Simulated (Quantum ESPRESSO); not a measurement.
# Near-edge structure at the O K edge of SiO2 (Quartz, P3_121), part 3 of 3

Aim: the near-edge shape at the O K edge of SiO2 (Quartz, P3_121), and what the core hole does to it.

Quantum ESPRESSO 7.5; X-ray absorption near-edge structure, plane-wave PAW PBE, one-electron final states by a Lanczos continued fraction.

So far. Step 2 (Ground state of the crystal): The mesh shows a gap of 6.00 eV, so the hole is first treated in a charged cell, without the excited electron. Step 3 (Spectrum without a core hole, O atom 4): Main maxima below 24 eV (height): 4.6 eV (1.71), 6.6 eV (2.25), 9.4 eV (1.41), 11.2 eV (1.12), 13.3 eV (0.94) and 15.2 eV (0.81). A K edge sees empty p states on the absorber.

### Step 8. Spectrum with FCH, O atom 4

The Lanczos recursion gives the spectrum without computing empty bands; each polarisation needs a run of its own on the full k mesh. xe0 is set between filled and empty states, and states below it are cut. The file of filecore holds the core orbital, taken from the hole-free data set.

xspectra.in

```
&input_xspectra
   calculation='xanes_dipole', edge='K'
   prefix='x', outdir='tmp', xiabs=2, xe0=5.4146
   xonly_plot=.false., x_save_file='xanes.sav'
   xniter=3000, xcheck_conv=20, xerror=0.005
   xcoordcrys=.false., xepsilon(1)=1, xepsilon(2)=0, xepsilon(3)=0
/
&plot
   xnepoint=413, xemin=-10, xemax=45, terminator=.true., cut_occ_states=.true.
   xgamma=0.4
/
&pseudos
   filecore='../O.wfc'
/
&cut_occ
   cut_desmooth=0.1, cut_stepl=0.05, cut_stepu=0.05, cut_ierror=1e-5
/
5 5 4 0 0 0
```

xspectra_1.in, as its differences from xspectra.in of step 8:

```diff
@@ -5,3 +5,3 @@
    xniter=3000, xcheck_conv=20, xerror=0.005
-   xcoordcrys=.false., xepsilon(1)=1, xepsilon(2)=0, xepsilon(3)=0
+   xcoordcrys=.false., xepsilon(1)=0, xepsilon(2)=1, xepsilon(3)=0
 /
```

xspectra_2.in, as its differences from xspectra_1.in of step 8:

```diff
@@ -5,3 +5,3 @@
    xniter=3000, xcheck_conv=20, xerror=0.005
-   xcoordcrys=.false., xepsilon(1)=0, xepsilon(2)=1, xepsilon(3)=0
+   xcoordcrys=.false., xepsilon(1)=0, xepsilon(2)=0, xepsilon(3)=1
 /
```

Command:

```
$ OMP_NUM_THREADS=1 mpirun --oversubscribe --bind-to none -np 8 xspectra.x -nk 8 -in xspectra.in > xspectra.out
```

The log of the run:

```text
     [... banner and references ...]
Reading input_file

     calculation: xanes_dipole

     xepsilon  [cartesian coordinates]:   1.000000   0.000000   0.000000

     xonly_plot: FALSE
        => complete calculation: Lanczos + spectrum plot

     filecore (core-wavefunction file): ../O.wfc

     main plot parameters:
        cut_occ_states: TRUE
        gamma_mode:  constant
        -> using xgamma [eV]:  0.40
        xemin [eV]: -10.00
        xemax [eV]:  45.00
        xnepoint:  413
        xe0 [eV]:   5.414600 (energy zero read in input file)

     WARNING: variable ef_r is obsolete

                      Reading SCF save directory: x.save

     tmp/x.save/

     Exchange-correlation= PBE
                           (   1   4   3   4   0   0   0)

     G-vector sticks info

                           Getting the Fermi energy

     From SCF save directory:
        ehomo [eV]:    2.7184 (highest occupied level)
        elumo [eV]:    8.1109 (lowest occupied level)
        ef    [eV]:    2.7184

     -> ef (in eV) will be written in x_save_file

                           Energy zero of the spectrum

     -> ef will NOT be used as energy zero of the spectrum
       (because xe0 read in input file)

     G-vector sticks info

     bravais-lattice index     =            0
     lattice parameter (alat)  =       9.2895  a.u.
     unit-cell volume          =     763.9073 (a.u.)^3
     number of atoms/cell      =            9
     number of atomic types    =            3
     number of electrons       =        48.00
     number of Kohn-Sham states=           28
     kinetic-energy cutoff     =      50.0000  Ry
     charge density cutoff     =     360.0000  Ry
     Exchange-correlation= PBE
                           (   1   4   3   4   0   0   0)

     celldm(1)=   9.289516  celldm(2)=   0.000000  celldm(3)=   0.000000
     celldm(4)=   0.000000  celldm(5)=   0.000000  celldm(6)=   0.000000

     crystal axes: (cart. coord. in units of alat)
               a(1) = (   0.500000  -0.866025   0.000000 )
               a(2) = (  -0.500000  -0.866025   0.000000 )
               a(3) = (   0.000000   0.000000  -1.100350 )

     reciprocal axes: (cart. coord. in units 2 pi/alat)
               b(1) = (  1.000000 -0.577350  0.000000 )
               b(2) = ( -1.000000 -0.577350 -0.000000 )
               b(3) = (  0.000000 -0.000000 -0.908802 )

     PseudoPot. #1 for Si:     Pseudo is Projector augmented-wave + core cor, Zval =  4.0

     ../pp/O.pbe-n-kjpaw-1sch.UPF
     Pseudo is Projector augmented-wave + core cor, Zval =  7.0
     Shape of augmentation charge: PSQ
     Using radial grid of 1095 points,  4 beta functions with:
                l(1) =   0
                l(2) =   0
                l(3) =   1
                l(4) =   1
     Q(r) pseudized with 0 coefficients

     ../pp/O.pbe-n-kjpaw.UPF
     Pseudo is Projector augmented-wave + core cor, Zval =  6.0
     Shape of augmentation charge: PSQ
     Using radial grid of 1095 points,  4 beta functions with:
                l(1) =   0
                l(2) =   0
                l(3) =   1
                l(4) =   1
     Q(r) pseudized with 0 coefficients

     atomic species   valence    mass     pseudopotential
     Si                4.00     1.00000     Si( 1.00)
     O0                7.00     1.00000     O ( 1.00)
     O                 6.00     1.00000     O ( 1.00)

     No symmetry found

   Cartesian axes

     site n.     atom                  positions (alat units)
         1        Si     tau(   1) = (  -0.2651500  -0.4592533   0.0000000  )
         2        Si     tau(   2) = (   0.2348500  -0.4067721  -0.3667833  )
         3        Si     tau(   3) = (   0.0303000  -0.8660254  -0.7335666  )
         4        O0     tau(   4) = (   0.2198000  -0.6339306  -0.6026250  )
         5        O      tau(   5) = (  -0.0609000  -0.3587077  -0.2358417  )
         6        O      tau(   6) = (  -0.1589000  -0.7394125  -0.9694083  )
         7        O      tau(   7) = (  -0.1589000  -0.9926383  -0.4977249  )
         8        O      tau(   8) = (   0.2198000  -1.0981202  -0.8645082  )
         9        O      tau(   9) = (  -0.0609000  -1.3733431  -0.1309416  )

     number of k points=   100

     Number of k-points >= 100: set verbosity='high' to print them.

     Dense  grid:    88081 G-vectors     FFT dimensions: (  60,  60,  64)

     Smooth grid:    36455 G-vectors     FFT dimensions: (  45,  45,  48)

     The potential is recalculated from file :
     tmp/x.save/charge-density

     Starting wfcs are   36 atomic wfcs
     Checking if some PAW data can be deallocated...

               Reading core wavefunction file for the absorbing atom

     ../O.wfc successfully read

                              Attributing the PAW radii
                     for the absorbing atom [units: Bohr radius]

        PAW proj 1: r_paw(l= 0)= 1.95  (1.5*r_cut)
        PAW proj 2: r_paw(l= 0)= 1.95  (1.5*r_cut)
        PAW proj 3: r_paw(l= 1)= 2.03  (1.5*r_cut)
        PAW proj 4: r_paw(l= 1)= 2.03  (1.5*r_cut)

        NB: The calculation will not necessary use all these r_paw values.
            - For a edge in the electric-dipole approximation,
              only the r_paw(l=1) values are used.
            - For a K edge in the electric-quadrupole approximation,
              only the r_paw(l=2) values are used.

            - For a L2 or L3 edge in the electric-quadrupole approximation,

              all projectors (s, p and d) are used.

                          Starting XANES calculation
                     in the electric dipole approximation

     Method of calculation based on the Lanczos recursion algorithm
        - STEP 1: Construction of a kpoint-dependent Lanczos basis,
          in which the Hamiltonian is tridiagonal (each 'iter'
          corresponds to the calculation of one more Lanczos vector)
        - STEP 2: Calculation of the cross-section as a continued fraction
          averaged over the k-points.

     ... Begin STEP 1 ...

        Radial transition matrix element(s) used in the calculation of the
        initial vector of the Lanczos basis (|tilde{phi}_abs> normalized)
        | For PAW proj. (l=1) #1: radial matrix element =   0.158955460
        | For PAW proj. (l=1) #2: radial matrix element =   0.203554481

NB: the    13 k-point are not all listed below because npool=  8
        |-------------------------------------------------------------
        ! k-point #     1:  ( 0.0000, -0.0000,  0.0000),  0.0200,   1
        |-------------------------------------------------------------
 okvan= T
        |   Norm of the initial Lanczos vector: 0.10981185E+00
        |   Estimated error at iter     20:   1.00308294
        |   Estimated error at iter     40:   0.53066196
        |   Estimated error at iter     60:   0.66584351
        |   Estimated error at iter     80:   0.19477763
        |   Estimated error at iter    100:   0.14301128
[...]
!   => CONVERGED at iter    420 with error=  0.00495209
        |-------------------------------------------------------------
        ! k-point #     2:  ( 0.0000, -0.0000, -0.2272),  0.0200,   1
        |-------------------------------------------------------------
 okvan= T
        |   Norm of the initial Lanczos vector: 0.10982848E+00
[...]
!   => CONVERGED at iter    540 with error=  0.00414580
        |-------------------------------------------------------------
     [... 10 further k-points ...]
        ! k-point #    13:  (-0.6000, -0.3464,  0.0000),  0.0200,   1
        |-------------------------------------------------------------
 okvan= T
        |   Norm of the initial Lanczos vector: 0.10978377E+00
[...]
|   Estimated error at iter    460:   0.01129316
        |   Estimated error at iter    480:   0.01128727
        |   Estimated error at iter    500:   0.00693691
        !   => CONVERGED at iter    520 with error=  0.00301022

     Results of STEP 1 successfully written in x_save_file
     x_save_file name:
     ->  xanes.sav
     x_save_file version:  2

     ... End STEP 1 ...

     ... Begin STEP 2 ...

     The spectrum is calculated using the following parameters:
        xe0 [eV]:    5.4146
        the occupied states are elimintate from the spectrum
        xemin [eV]: -10.00
        xemax [eV]:  45.00
        xnepoint:  413
        constant broadening parameter [eV]:    0.400
        Core level energy [eV]:  -543.1
         (from electron binding energy of neutral atoms in X-ray data booklet)

     Cross-section successfully written in xanes.dat

     ... End STEP 2 ...

                                END JOB XSpectra
```

The job ended after 2.8 min (8 MPI ranks of Arm Neoverse N1, shared host; peak memory 0.09 GiB; 23 min of CPU time).

The O K spectrum, O atom 4, full core hole (charged cell) (energy from the lowest empty level; intensity scaled to a mean of 1 over the first 20 eV; the points at xe0, where the cut of filled states can leave a spike, are interpolated; polarised curves are means over the symmetry-equivalent atoms):

| E (eV) | isotropic | ε ⊥ c | ε ∥ c |
| --- | --- | --- | --- |
| -2.0 | 0.05 | 0.05 | 0.05 |
| -0.5 | 0.09 | 0.09 | 0.08 |
| 1.0 | 0.32 | 0.35 | 0.25 |
| 2.5 | 0.99 | 1.00 | 0.96 |
| 4.0 | 2.67 | 2.51 | 3.01 |
| 5.5 | 2.28 | 2.27 | 2.30 |
| 7.0 | 1.20 | 1.16 | 1.28 |
| 8.5 | 0.72 | 0.72 | 0.74 |
| 10.0 | 0.91 | 0.87 | 1.00 |
| 11.5 | 0.83 | 0.79 | 0.90 |
| 13.0 | 0.64 | 0.66 | 0.59 |
| 14.5 | 0.56 | 0.62 | 0.45 |
| 16.0 | 0.55 | 0.58 | 0.48 |
| 17.5 | 0.54 | 0.54 | 0.52 |
| 19.0 | 0.68 | 0.71 | 0.62 |
| 20.5 | 0.66 | 0.67 | 0.65 |
| 22.0 | 0.79 | 0.78 | 0.80 |
| 23.5 | 0.87 | 0.81 | 1.00 |
| 25.0 | 0.90 | 0.84 | 1.03 |
| 26.5 | 0.82 | 0.84 | 0.78 |
| 28.0 | 0.72 | 0.75 | 0.66 |
| 29.5 | 0.64 | 0.65 | 0.63 |
| 31.0 | 0.68 | 0.64 | 0.76 |

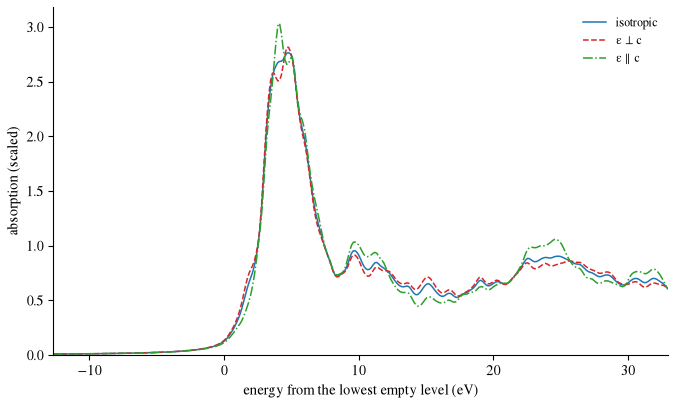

The O K edge, O atom 4, full core hole (charged cell): main maxima at 4.8, 9.7 and 11.3 eV.

Main maxima below 24 eV (height): 4.8 eV (2.76), 9.7 eV (0.95), 11.3 eV (0.85) and 15.2 eV (0.65). 

The hole costs E(hole) − E(ground) = 533.81 eV, and the lowest empty level of the hole cell lies at 8.11 eV, which puts the zero at 541.92 eV. One term is added: -8.91 eV, since the hole is spin-paired here and a spin-polarised one costs that much less in the free atom (computed apart). The photon energy is then 533.01 eV. The functional and the charged cell's background leave an error of a few eV in such absolute values.

### Step 9. Another broadening

The final state's lifetime shortens with energy, so measured features broaden above the edge; the saved Lanczos coefficients are redrawn with a width that grows.

xspectra_plot.in

```
&input_xspectra
   calculation='xanes_dipole', edge='K'
   prefix='x', outdir='tmp', xiabs=2, xe0=5.4146
   xonly_plot=.true., x_save_file='xanes.sav'
   xniter=3000, xcheck_conv=20, xerror=0.005
   xcoordcrys=.false., xepsilon(1)=1, xepsilon(2)=0, xepsilon(3)=0
/
&plot
   xnepoint=413, xemin=-10, xemax=45, terminator=.true., cut_occ_states=.true.
   gamma_mode='variable', gamma_energy(1)=4, gamma_energy(2)=25, gamma_value(1)=0.3, gamma_value(2)=2.5
/
&pseudos
   filecore='../O.wfc'
/
&cut_occ
   cut_desmooth=0.1, cut_stepl=0.05, cut_stepu=0.05, cut_ierror=1e-5
/
5 5 4 0 0 0
```

Command:

```
$ OMP_NUM_THREADS=1 xspectra.x -in xspectra_plot.in > xspectra_plot.out
```

The log of the run:

```text
     [... banner and references ...]
Reading input_file
     -------------------------------------------------------------------------

     calculation: xanes_dipole

     xonly_plot: TRUE
        => only the spectrum plot

     main plot parameters:
        cut_occ_states: TRUE
        gamma_mode:  variable
        -> first, constant up to point ( 4.00, 0.30) [eV]
        -> then, linear up to point (25.00, 2.50) [eV]
        -> finally, constant up to xemax
        xemin [eV]: -10.00
        xemax [eV]:  45.00
        xnepoint:  413
[...]
xemin [eV]: -10.00
        xemax [eV]:  45.00
        xnepoint:  413
        energy-dependent broadening parameter:
         -> first, constant up to point ( 4.00, 0.30) [eV]
         -> then, linear up to point (25.00, 2.50) [eV]
         -> finally, constant up to xemax
        Core level energy [eV]:  -543.1
         (from electron binding energy of neutral atoms in X-ray data booklet)

     Cross-section successfully written in xanes.dat

     -------------------------------------------------------------------------
                                END JOB XSpectra
     -------------------------------------------------------------------------
[key lines of the parts left out:]
Fermi level [eV]:   2.7184
```

Wall time 6.9 s (1 MPI rank); peak memory 0.05 GiB.

With a Lorentzian half width 0.3 eV up to 4 eV, rising linearly to 2.5 eV at 25 eV (counted from xe0, 2.7 eV below the zero used here), the maxima are 4.4 eV (2.53).

### Step 10. Another broadening

The saved Lanczos coefficients are redrawn with another constant width, to see how the features depend on it.

Edit xspectra_plot.in of step 9 so:

```diff
@@ -9,3 +9,3 @@
    xnepoint=413, xemin=-10, xemax=45, terminator=.true., cut_occ_states=.true.
-   gamma_mode='variable', gamma_energy(1)=4, gamma_energy(2)=25, gamma_value(1)=0.3, gamma_value(2)=2.5
+   xgamma=2
 /
```

The log of the run:

```text
     [... banner and references ...]
Reading input_file
     -------------------------------------------------------------------------

     calculation: xanes_dipole

     xonly_plot: TRUE
        => only the spectrum plot

     main plot parameters:
        cut_occ_states: TRUE
        gamma_mode:  constant
        -> using xgamma [eV]:  2.00
        xemin [eV]: -10.00
        xemax [eV]:  45.00
        xnepoint:  413
        xe0 [eV]:   5.414600 (energy zero read in input file)

     WARNING: variable ef_r is obsolete

[...]
Using the following parameters:
        xe0 [eV]:    5.4146
        the occupied states are elimintate from the spectrum
        xemin [eV]: -10.00
        xemax [eV]:  45.00
        xnepoint:  413
        constant broadening parameter [eV]:    2.000
        Core level energy [eV]:  -543.1
         (from electron binding energy of neutral atoms in X-ray data booklet)

     Cross-section successfully written in xanes.dat

     -------------------------------------------------------------------------
                                END JOB XSpectra
     -------------------------------------------------------------------------
[key lines of the parts left out:]
Fermi level [eV]:   2.7184
```

Run time: 6.9 s. Hardware: 1 MPI rank; peak memory 0.05 GiB.

With a Lorentzian half width 2 eV, the maxima are 4.7 eV (1.78).

### Step 11. What the core hole does

Both curves are counted from their own zero, so only the shift of weight within the empty states shows.

| E (eV) | no hole | FCH |
| --- | --- | --- |
| -2.0 | 0.04 | 0.05 |
| -1.0 | 0.05 | 0.07 |
| 0.0 | 0.08 | 0.13 |
| 1.0 | 0.18 | 0.32 |
| 2.0 | 0.40 | 0.71 |
| 3.0 | 0.82 | 1.77 |
| 4.0 | 1.43 | 2.67 |
| 5.0 | 1.62 | 2.74 |
| 6.0 | 2.04 | 1.96 |
| 7.0 | 2.12 | 1.20 |
| 8.0 | 1.46 | 0.80 |
| 9.0 | 1.27 | 0.78 |
| 10.0 | 1.17 | 0.91 |
| 11.0 | 1.09 | 0.81 |
| 12.0 | 1.01 | 0.78 |
| 13.0 | 0.91 | 0.64 |
| 14.0 | 0.75 | 0.58 |
| 15.0 | 0.80 | 0.64 |
| 16.0 | 0.66 | 0.55 |
| 17.0 | 0.57 | 0.55 |
| 18.0 | 0.59 | 0.57 |
| 19.0 | 0.64 | 0.68 |
| 20.0 | 0.66 | 0.65 |
| 21.0 | 0.60 | 0.65 |
| 22.0 | 0.71 | 0.79 |
| 23.0 | 0.76 | 0.86 |
| 24.0 | 0.79 | 0.89 |
| 25.0 | 0.83 | 0.90 |
| 26.0 | 0.85 | 0.84 |
| 27.0 | 0.86 | 0.77 |
| 28.0 | 0.85 | 0.72 |
| 29.0 | 0.84 | 0.69 |
| 30.0 | 0.84 | 0.66 |
| 31.0 | 0.82 | 0.68 |
| 32.0 | 0.89 | 0.70 |

With each curve scaled to its own mean, the area from −2 to 6 eV with the hole is 9.4 against 5.6, and the centre of weight from −1 to 20 eV moves by -1.2 eV: the hole pulls the absorber's empty states down.

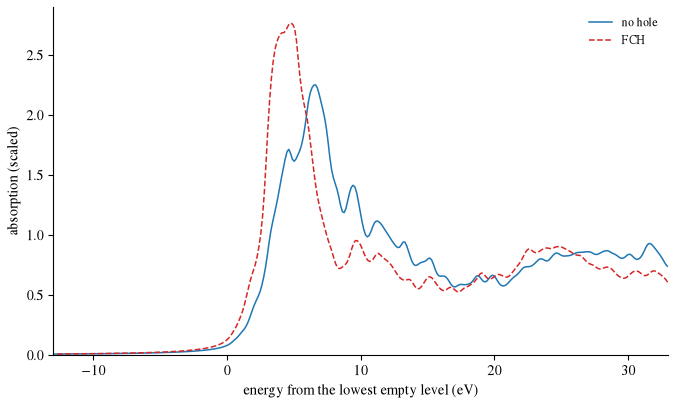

The O K edge with and without the core hole, each from its own zero; the highest intensity below 16 eV lies at 4.8 eV with the hole.

### Step 12. Summary of results

```yaml
absorber_and_edge: O K, atom 4 of the ground-state input (counted from 1)
surroundings: 2 Si at 1.61 Å (bent, 144°, site symmetry 1)
highest_intensity_below_16_ev: 4.8 eV above the zero, height 2.76
photon_energy_of_the_zero_with_the_added_terms: 533.0 eV (raw 541.9 eV; uncertain by a few eV)
```

What this shows: The O K edge of atom 4, with 2 Si at 1.61 Å (bent, 144°, site symmetry 1), has its highest intensity of the first 16 eV at 4.8 eV above the zero, near 538 eV in photon energy (uncertain by a few eV), 2.8 times the mean level of the first 20 eV (Lorentzian half width 0.4 eV). With each curve scaled to its own mean, the area from −2 to 6 eV with the hole is 9.4 against 5.6, and the centre of weight from −1 to 20 eV moves by -1.2 eV: the hole pulls the absorber's empty states down. At the O K edge of atom 4 polarisation matters most near 4.1 eV, where the curves differ by 0.5 on this scale. The holes are only 4.9 Å apart, so the shape is probably not converged with cell size; no larger cell was run here. The structure is a published determination, not relaxed.

[Banner, clock and machine lines of the logs are left out without a mark of their own.]

[Logs are printed without paths, hosts, clocks, repeated set-up lines and the standing remarks that a program may print on its own settings, such as how far it seeks lower states.]

[Hosts, paths, dates, database ids (printed as entryN), source tags and the programs' standing remarks are cut or masked in the printed files.]

[Lists of maxima count a maximum above −3 eV only where it reaches 4 % of the highest in the window and stands out from its surroundings by 2 % of it (1.5 % where it reaches 55 %); shoulders and weaker maxima are passed over, and of the rest the first, up to two pre-edge ones and the few strongest are named.]
